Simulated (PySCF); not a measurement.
SMILES [CH2]C=C (C₃H₅), doublet at its B3LYP/def2-SVP optimised geometry (Å):

```
8

C      0.8355     0.5522     0.0000
C      0.0324    -0.5801     0.0000
C     -1.3557    -0.5801     0.0000
H      1.9251     0.4774     0.0000
H      0.3975     1.5551     0.0000
H      0.5363    -1.5551     0.0000
H     -1.9251    -1.5122     0.0001
H     -1.9204     0.3573     0.0000
```

Method: unrestricted B3LYP/def2-TZVP in PySCF. Cells within 0.4 Å of a nucleus heavier than hydrogen are left out (blank, or x).

Map of the Laplacian of the electron density (e/bohr⁵), clipped to [-1.50, 1.50] on the plane z = 0.0 Å:

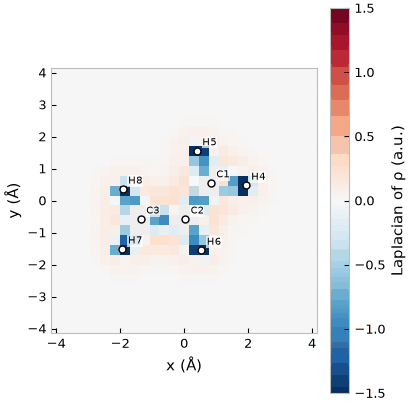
Figure: Laplacian of the electron density (e/bohr⁵), clipped to [-1.50, 1.50] on the plane z = 0.0 Å.
